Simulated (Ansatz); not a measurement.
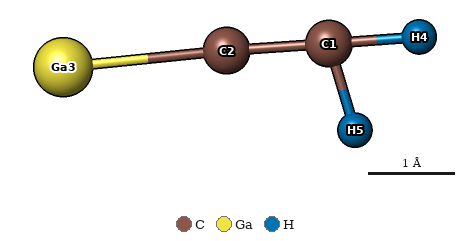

*The structure as given in the input (ball-and-stick view, seen on its broad side; atoms are numbered from 1 in the order of the input). Sticks mark near contacts.*

## Geometry relaxation, with input and output: C$_{2}$H$_{2}$Ga

System: C$_{2}$H$_{2}$Ga, multiplicity 2.
Method: UKS PBE-D4/def2-SVP (Ansatz 0.2.0).

Figures and captions count atoms from 1; the log counts them from 0 in places.

What the program printed
```
Functional definition: PBE
  name "PBE"
  cite "Perdew, Burke & Ernzerhof, Phys. Rev. Lett. 77, 3865 (1996) doi:10.1103/PhysRevLett.77.3865"
  parent pbe
  parameter kappa = 0.804
  parameter beta = 0.06672455060314922
  exchange = pbe_x(kappa = kappa, mu = beta*pi^2/3)
  correlation = pbe_c(beta = beta)
787 factors; their error is unknown
mean field evaluation 1: about -54438.9684 eV, gradient 5.6e1 eV
mean field evaluation 2: about -54230.4742 eV, gradient 1.5e2 eV
mean field evaluation 4: about -54456.1556 eV, gradient 2.8e1 eV
mean field evaluation 8: about -54460.7026 eV, gradient 2.2e-1 eV
mean field evaluation 16: about -54460.6699 eV, gradient 5.0e-4 eV
mean field -54460.66994261 eV, -2001.3927056228 hartree, gradient 2.7e-5 eV, S^2 0.753951; 1 other end points of the search recorded, 0 dependent functions left out
the calculation of the forces begins
reference -54460.66997196 eV, -2001.3927067014 hartree; 23, 22 occupied and 47, 48 virtual orbitals, 787 factors
relax step   1: F+E_penalty+E_count = -54460.76409252 eV  Δ(F+E_penalty+E_count) = +0.000e0 eV  max|allowed force component| = 7.051e0 eV/Å  Δτ_max = 0.0000 Å  (47 SCF iters, accepted)
these checks for a lower state are left out or cut short: starts, cluster_reference, orbital_swaps, neighbouring_geometries, increment
787 factors; their error is unknown
mean field evaluation 32: about -54461.6952 eV, gradient 1.9e-5 eV
mean field -54461.69520112 eV, -2001.4303831784 hartree, gradient 1.9e-5 eV, S^2 0.755715; 0 other end points of the search recorded, 0 dependent functions left out
the calculation of the forces begins
reference -54461.69523105 eV, -2001.4303842782 hartree; 23, 22 occupied and 47, 48 virtual orbitals, 787 factors
relax step   2: F+E_penalty+E_count = -54461.78698788 eV  Δ(F+E_penalty+E_count) = -1.023e0 eV  max|allowed force component| = 2.486e0 eV/Å  Δτ_max = 0.1372 Å  (40 SCF iters, accepted)
these checks for a lower state are left out or cut short: starts, cluster_reference, orbital_swaps, neighbouring_geometries, increment
787 factors; their error is unknown
mean field -54462.26710148 eV, -2001.4514001288 hartree, gradient 2.5e-5 eV, S^2 0.757128; 0 other end points of the search recorded, 0 dependent functions left out
the calculation of the forces begins
reference -54462.26713226 eV, -2001.4514012602 hartree; 23, 22 occupied and 47, 48 virtual orbitals, 787 factors
relax step   3: F+E_penalty+E_count = -54462.35708864 eV  Δ(F+E_penalty+E_count) = -5.701e-1 eV  max|allowed force component| = 2.042e0 eV/Å  Δτ_max = 0.1981 Å  (41 SCF iters, accepted)
these checks for a lower state are left out or cut short: starts, cluster_reference, orbital_swaps, neighbouring_geometries, increment
787 factors; their error is unknown
mean field -54462.64648530 eV, -2001.4653422272 hartree, gradient 2.0e-5 eV, S^2 0.757714; 0 other end points of the search recorded, 0 dependent functions left out
the calculation of the forces begins
reference -54462.64651660 eV, -2001.4653433772 hartree; 23, 22 occupied and 47, 48 virtual orbitals, 787 factors
relax step   4: F+E_penalty+E_count = -54462.73737244 eV  Δ(F+E_penalty+E_count) = -3.803e-1 eV  max|allowed force component| = 1.142e0 eV/Å  Δτ_max = 0.2000 Å  (40 SCF iters, accepted)
these checks for a lower state are left out or cut short: starts, cluster_reference, orbital_swaps, neighbouring_geometries, increment
787 factors; their error is unknown
mean field -54462.69699132 eV, -2001.4671982892 hartree, gradient 2.5e-5 eV, S^2 0.757070; 0 other end points of the search recorded, 0 dependent functions left out
the calculation of the forces begins
reference -54462.69702280 eV, -2001.4671994458 hartree; 23, 22 occupied and 47, 48 virtual orbitals, 787 factors
relax step   5: F+E_penalty+E_count = -54462.78646735 eV  Δ(F+E_penalty+E_count) = -4.909e-2 eV  max|allowed force component| = 4.394e-1 eV/Å  Δτ_max = 0.1519 Å  (39 SCF iters, accepted)
these checks for a lower state are left out or cut short: starts, cluster_reference, orbital_swaps, neighbouring_geometries, increment
787 factors; their error is unknown
mean field -54462.70841622 eV, -2001.4676181464 hartree, gradient 2.3e-5 eV, S^2 0.756985; 0 other end points of the search recorded, 0 dependent functions left out
the calculation of the forces begins
reference -54462.70844761 eV, -2001.4676192999 hartree; 23, 22 occupied and 47, 48 virtual orbitals, 787 factors
relax step   6: F+E_penalty+E_count = -54462.79871351 eV  Δ(F+E_penalty+E_count) = -1.225e-2 eV  max|allowed force component| = 6.218e-2 eV/Å  Δτ_max = 0.0428 Å  (35 SCF iters, accepted)
these checks for a lower state are left out or cut short: starts, cluster_reference, orbital_swaps, neighbouring_geometries, increment
787 factors; their error is unknown
mean field evaluation 64: about -54462.7455 eV, gradient 3.8e-1 eV
mean field -54462.70855134 eV, -2001.4676231119 hartree, gradient 2.1e-5 eV, S^2 0.756999; 0 other end points of the search recorded, 0 dependent functions left out
the calculation of the forces begins
reference -54462.70858273 eV, -2001.4676242657 hartree; 23, 22 occupied and 47, 48 virtual orbitals, 787 factors
relax step   7: F+E_penalty+E_count = -54462.79880362 eV  Δ(F+E_penalty+E_count) = -9.012e-5 eV  max|allowed force component| = 1.007e-2 eV/Å  Δτ_max = 0.0047 Å  (36 SCF iters, accepted)
```

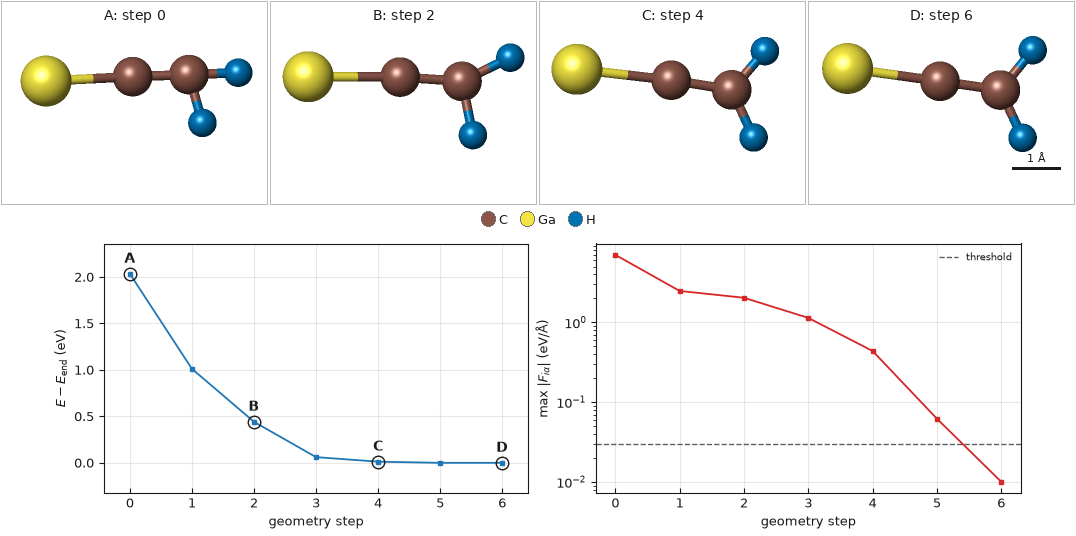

*Frames of the relaxation (ball-and-stick view, seen at a tilt) above the curves, on which the letters mark them (the first geometry is step 0 here and step 1 in the log).*

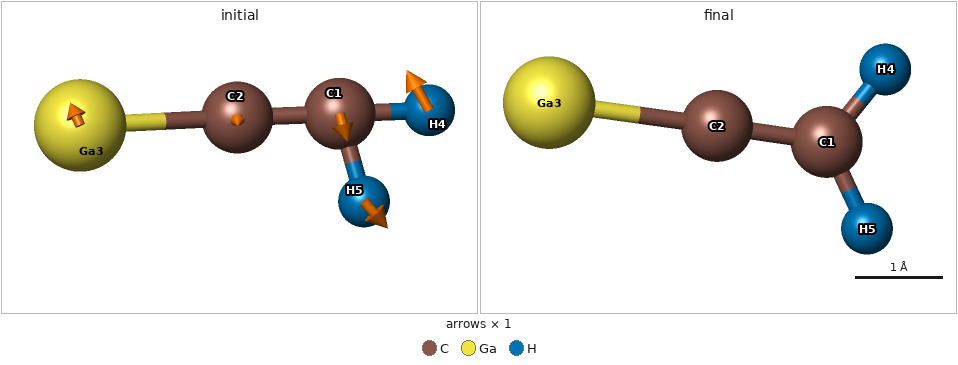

*Before (left) and after (right) the relaxation, at one scale (ball-and-stick view, seen at a tilt). The orange arrows give the displacements, at true length.*

After 6 geometry steps the energy has fallen by 2.035 eV. The largest force component goes from 7.1 to 0.01 eV/Å. The largest move after the best rigid fit is that of H4, 0.54 Å. Largest moves by element: H 0.54 Å, C 0.34 Å, Ga 0.29 Å. Among the contacts that change: C1–C2 1.212 → 1.324 Å, C2–Ga3 1.925 → 2.024 Å, C1–H5 1.060 → 1.112 Å, C1–H4 1.067 → 1.112 Å. Among the angles that change: C2–C1–H4 178.8° → 122.5°, H4–C1–H5 77.8° → 115.0°, C2–C1–H5 102.5° → 122.5°. (Atoms are counted from 1 in the order of the input.)

```
787 factors; their error is unknown
mean field -54462.70855134 eV, -2001.4676231119 hartree, gradient 2.2e-5 eV, S^2 0.756999; 1 other end points of the search recorded, 0 dependent functions left out
the calculation of the forces begins
reference -54462.70858273 eV, -2001.4676242657 hartree; 23, 22 occupied and 47, 48 virtual orbitals, 787 factors
Total energy: -54462.79883502 eV, -2001.4709409760 hartree
Atom 0 at     0.347971    -1.521285     0.339933 Å, force    -0.000231     0.000976    -0.000106 eV/Å
Atom 1 at     0.279933    -0.225131     0.078567 Å, force     0.000161     0.010066    -0.000570 eV/Å
Atom 2 at     0.180714     1.759173    -0.307322 Å, force    -0.000237    -0.001450    -0.000449 eV/Å
Atom 3 at     0.197891    -2.296683    -0.442320 Å, force     0.000292    -0.004623     0.001259 eV/Å
Atom 4 at     0.559358    -1.914718     1.357907 Å, force     0.000014    -0.004969    -0.000134 eV/Å
Dipole moment:     0.011515    -0.218027     0.044386 e Å
```

Trajectory as extended XYZ (Å, eV, eV/Å), 7 frames, from step=1 to step=7
```
5
Properties=species:S:1:pos:R:3:forces:R:3 step=1 energy=-54460.76409
C     0.2661   -1.4537    0.0087    0.5457  -7.0511   0.5255
C     0.1796   -0.2449    0.0002   -0.9095   6.8535  -1.4142
Ga    0.2822    1.6776   -0.0162    0.0391   1.4632  -0.0528
H     0.3206   -2.5189    0.0163   -0.5432  -1.5777  -2.6457
H     0.5174   -1.6587    1.0178    0.8680   0.3120   3.5871
5
Properties=species:S:1:pos:R:3:forces:R:3 step=2 energy=-54461.78699
C     0.2775   -1.4954    0.0452    0.6318  -1.8797   2.4858
C     0.1839   -0.2070    0.0098   -0.3723   0.7292  -1.3154
Ga    0.2709    1.7688   -0.0564    0.0006   0.6026  -0.0507
H     0.2967   -2.5925   -0.0969   -0.4744   0.2716  -1.9943
H     0.5369   -1.6725    1.1251    0.2144   0.2763   0.8747
5
Properties=species:S:1:pos:R:3:forces:R:3 step=3 energy=-54462.35709
C     0.2842   -1.5345    0.1541    0.6751  -0.3369   2.0422
C     0.1892   -0.2076    0.0059   -0.1498  -1.1746  -0.9130
Ga    0.2603    1.8220   -0.1132   -0.0246  -0.0944  -0.0194
H     0.2668   -2.6057   -0.2923   -0.2529   1.8144  -0.2994
H     0.5653   -1.6728    1.2724   -0.2478  -0.2085  -0.8104
5
Properties=species:S:1:pos:R:3:forces:R:3 step=4 energy=-54462.73737
C     0.3251   -1.5145    0.2767    0.2349  -1.1423   0.6434
C     0.2000   -0.2437   -0.0550   -0.0518  -0.0196  -0.2612
Ga    0.2369    1.7625   -0.1644   -0.0157   0.1533  -0.0350
H     0.2272   -2.4392   -0.3958    0.0345   0.9768   0.4787
H     0.5767   -1.7637    1.3653   -0.2019   0.0318  -0.8259
5
Properties=species:S:1:pos:R:3:forces:R:3 step=5 energy=-54462.78647
C     0.3512   -1.5277    0.3346   -0.0611   0.1332   0.0192
C     0.2594   -0.2354    0.0580    0.0175   0.3782  -0.0624
Ga    0.1902    1.7997   -0.2954    0.0100  -0.4394   0.0719
H     0.2053   -2.3213   -0.4214   -0.0205  -0.0859  -0.2003
H     0.5598   -1.9140    1.3510    0.0540   0.0138   0.1717
5
Properties=species:S:1:pos:R:3:forces:R:3 step=6 energy=-54462.79871
C     0.3476   -1.5197    0.3386    0.0032  -0.0622   0.0160
C     0.2780   -0.2250    0.0742    0.0003   0.0145  -0.0026
Ga    0.1820    1.7584   -0.3035   -0.0020   0.0274  -0.0066
H     0.1988   -2.2999   -0.4395   -0.0016   0.0104  -0.0073
H     0.5595   -1.9125    1.3570    0.0000   0.0099   0.0005
5
Properties=species:S:1:pos:R:3:forces:R:3 step=7 energy=-54462.79880
C     0.3480   -1.5213    0.3399   -0.0002   0.0010  -0.0001
C     0.2799   -0.2251    0.0786    0.0002   0.0101  -0.0006
Ga    0.1807    1.7592   -0.3073   -0.0002  -0.0014  -0.0004
H     0.1979   -2.2967   -0.4423    0.0003  -0.0046   0.0013
H     0.5594   -1.9147    1.3579    0.0000  -0.0050  -0.0001
```

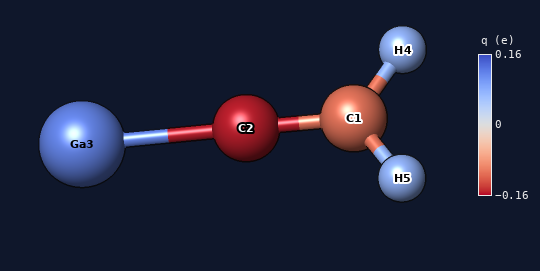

*Mulliken charges, as the colour of each atom (ball-and-stick view, seen at a tilt; atoms are numbered from 1 in the order of the input).*

By element: C −0.15 to −0.11, Ga +0.11 and H +0.07 e.

This output came from the following input.

Input
```yaml
crystal:
  periodic: [false, false, false]
  atoms:
    - {symbol: C, position_ang: [0.266070, -1.453707, 0.008666]}
    - {symbol: C, position_ang: [0.179630, -0.244912, 0.000158]}
    - {symbol: Ga, position_ang: [0.282207, 1.677575, -0.016235]}
    - {symbol: H, position_ang: [0.320601, -2.518882, 0.016338]}
    - {symbol: H, position_ang: [0.517359, -1.658717, 1.017837]}
basis:
  gaussian: {orbitals: def2-SVP}
magnetization: {spin_polarized: true, initial_magnetization: 1}
hamiltonian: {xc: pbe, dispersion: d4}
relax: {f_tol: 0.03, max_steps: 250}
```

Command:
```bash
ansatz run in.yaml --threads 2 --pin off --events-out ev --progress --plain --max-ram 4352MiB
```

Summary

- outcome: converged
- total energy: −54462.7988 eV
- mean-field energy: −54462.7086 eV
- dispersion energy: −0.0903 eV
- ⟨S²⟩: 0.757
- SCF solution under orbital rotations: stable
- largest force (length of the vector) at the end: 0.010 eV/Å
- dipole moment: 1.07 D
- hardware: 2 threads of Intel Xeon @ 2.50GHz, 11 GiB of memory available, shared host
- wall time: 17 s (CPU time 29 s)
- peak memory: 0.16 GiB
